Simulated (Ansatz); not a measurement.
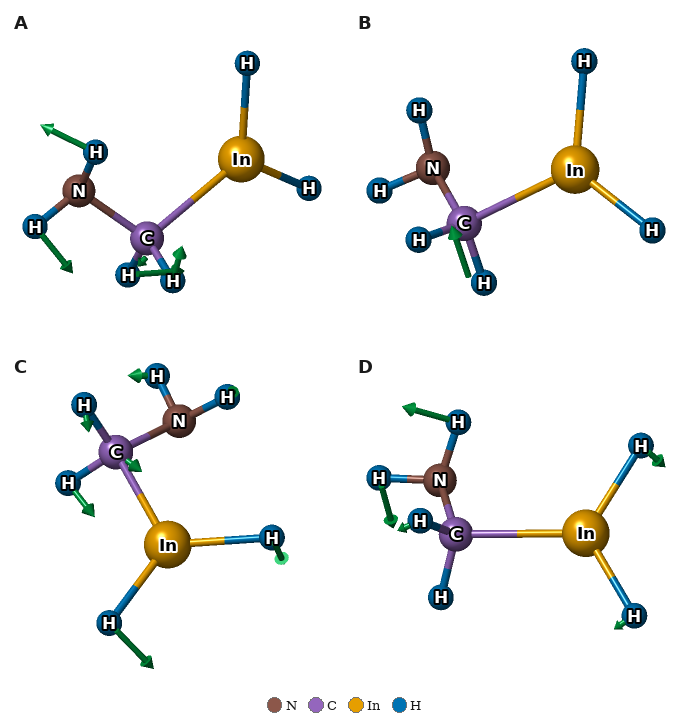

4 normal modes of one molecule or complex, as arrows. Harmonic vibrations computed with RKS PBE0-D4/def2-TZVP, core potentials on In (Ansatz 0.2.0) at a stationary point of the same level.

Question: Match the panels to the wavenumbers 244 cm⁻¹, 512 cm⁻¹, 1307 cm⁻¹, 3075 cm⁻¹.

Answer: A: 1307 cm⁻¹, angle bending
B: 3075 cm⁻¹, C–H stretching
C: 512 cm⁻¹
D: 244 cm⁻¹
